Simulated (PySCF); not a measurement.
# SiH2O (oxosilane) at 6 levels

Wanted: a comparison of 6 runs (HF/STO-3G, HF/3-21G, B3LYP/6-31G*, B2PLYP/def2-TZVPP, wB97M-V/def2-TZVPP, SCS-MP2/def2-TZVPP) of SiH2O (oxosilane). The job is set up through a Python script.

The calculation is run with PySCF 2.14.0.

2 further runs of the same task are left out: 2 set aside as unsound or not needed.

## Step 1: The molecule

SiH2O: 4 atoms, total charge 0, spin state singlet. As SMILES, `O=[SiH2]`. The Si2–H4 distance was set to 2.674 Å, away from the relaxed value. At this shape a bond of the SMILES string is far longer than usual.

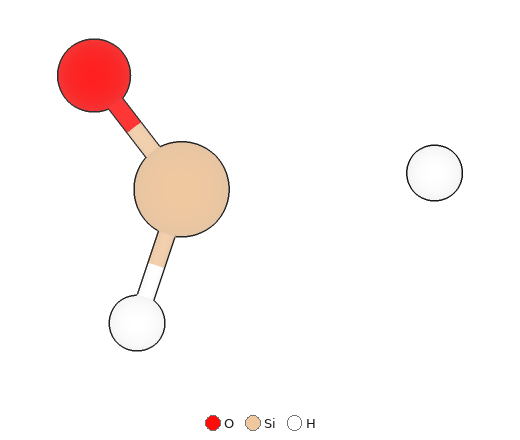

The structure, seen from a chosen angle (oxygen red, silicon light orange, hydrogen white).

## Step 2: A single-point energy at HF/STO-3G (run 1)

Input file job.py:

```python
from pyscf import gto, scf

mol = gto.M(
    atom='O -0.168565 -0.316790 2.400022; Si 0.107935 -0.720490 0.965422; H 0.554535 -2.076290 0.554322; H -0.150000 0.922700 -1.128300',
    max_memory=1860,
    basis='sto-3g',
    verbose=4,
)

mf = scf.RHF(mol)
mf.conv_tol = 1e-10
mf.kernel()
if not mf.converged:
    mf = mf.newton().run(mf.mo_coeff, mf.mo_occ)

e_final = mf.e_tot
print('E = %.10f Eh' % e_final)
```

Started as:

```
$ OMP_NUM_THREADS=1 python job.py
```

Standard output:

```text
PySCF version 2.14.0

[... 62 lines left out ...]
converged SCF energy = -360.271907828195
E = -360.2719078282 Eh
```

Run time: 0.65 s. Hardware: 1 thread of Arm Neoverse V1, shared host; peak memory 0.099 GiB.

## Step 3: The energy at HF/3-21G (run 2)

Input file input.py:

```python
from pyscf import gto, scf

molecule = gto.M(
    atom='''
O     -0.318542    -0.598646     4.535384
Si     0.203968    -1.361529     1.824383
H      1.047919    -3.923619     1.047517
H     -0.283459     1.743650    -2.132178
''',
    verbose=3,
    spin=0,
    basis='3-21g',
    unit='bohr',
    charge=0,
    max_memory=1860,
)

hf = scf.RHF(molecule)
hf.conv_tol = 1e-10
hf.kernel()
if not hf.converged:
    hf = hf.newton().run(hf.mo_coeff, hf.mo_occ)

etot = hf.e_tot
print('E(%s) = %.9f' % ('HF', etot))
```

Started as:

```
$ OMP_NUM_THREADS=1 python input.py
```

Standard output:

```text
converged SCF energy = -362.814432531835
E(HF) = -362.814432532
```

Wall time 0.65 s (1 thread of Arm Neoverse V1, shared host); peak memory 0.099 GiB.

Runs 3 to 5 aren't shown in full; the table further down has their settings and results.

## Step 4: The energy at SCS-MP2/def2-TZVPP (run 6)

Input file calc.py:

```python
from pyscf import gto, mp

mol = gto.Mole()
mol.atom = [
    ('O', (-0.168565, -0.316790, 2.400022)),
    ('Si', (0.107935, -0.720490, 0.965422)),
    ('H', (0.554535, -2.076290, 0.554322)),
    ('H', (-0.150000, 0.922700, -1.128300)),
]
mol.max_memory = 1860
mol.basis = 'def2-tzvpp'
mol.charge = 0
mol.verbose = 3
mol.build()

mf = mol.RHF()
mf.conv_tol = 1e-10
mf.kernel()
if not mf.converged:
    mf = mf.newton().run(mf.mo_coeff, mf.mo_occ)

pt = mp.MP2(mf, frozen=6).run()
etot = mf.e_tot + 1.2 * pt.e_corr_os + pt.e_corr_ss / 3
print('E(%s) = %.9f' % ('SCS-MP2', etot))
```

Started as:

```
$ OMP_NUM_THREADS=1 python calc.py
```

Standard output:

```text
converged SCF energy = -364.841970477318
E(RMP2) = -365.219375919219  E_corr = -0.377405441901202
E(SCS-RMP2) = -365.220615942098  E_corr = -0.378645464779996
E(SCS-MP2) = -365.220615942
```

Run time: 2.5 s. Hardware: 1 thread of Arm Neoverse V1, shared host; peak memory 0.24 GiB.

## Step 5: All runs side by side

| run | level | integration grid | frozen core orbitals | energy (Eh) | dipole moment (D) of the reference | HOMO energy (eV) | LUMO energy (eV) | wall time |
| --- | --- | --- | --- | --- | --- | --- | --- | --- |
| 1 | HF/STO-3G | – | – | -360.271908 | 2.03 | -5.33 | 3.28 | 0.65 s |
| 2 | HF/3-21G | – | – | -362.814433 | 3.23 | -9.45 | -0.39 | 0.65 s |
| 3 | B3LYP/6-31G* (spherical functions) | 5 | – | -365.778585 | 2.83 | -7.30 | -3.67 | 4.2 s |
| 4 | B2PLYP/def2-TZVPP | 5 | 6 | -365.662973 | 3.35 | -8.53 | -2.65 | 13 s |
| 5 | wB97M-V/def2-TZVPP | 5 | – | -365.776259 | 3.13 | -9.53 | -1.90 | 53 s |
| 6 | SCS-MP2/def2-TZVPP | – | 6 | -365.220616 | 3.69 | -9.96 | -0.70 | 2.5 s |

## Step 6: What came out

```
                                          quantity          value
                               run 6: total energy  -365.22062 Eh
       run 6: dipole moment (Hartree–Fock density)         3.69 D
        run 6: HOMO energy (Hartree–Fock orbitals)       -9.96 eV
        run 6: LUMO energy (Hartree–Fock orbitals)       -0.70 eV
      run 6: HOMO–LUMO gap (Hartree–Fock orbitals)        9.27 eV
run 6: correlation energy (6 core orbitals frozen)     -378.6 mEh
```

In words: Over runs 1, 2, 3, 4, 5 the dipole moment (its size) runs from 2.03 D (HF/STO-3G) to 3.35 D (B2PLYP/def2-TZVPP). The two ends differ in method and basis. A double hybrid's value is that of its SCF part. Over runs 1, 2, 3, 4, 5 the HOMO–LUMO gap runs from 3.63 eV (B3LYP/6-31G*) to 9.06 eV (HF/3-21G). Totals of different functionals can't be ranked against each other. In run 1 the basis is minimal, so the values are rough. In runs 1, 2, 3, 4, 5, 6 a closed-shell determinant meets a far-stretched bond, which it describes badly. All runs together took 73 s, the longest 53 s.
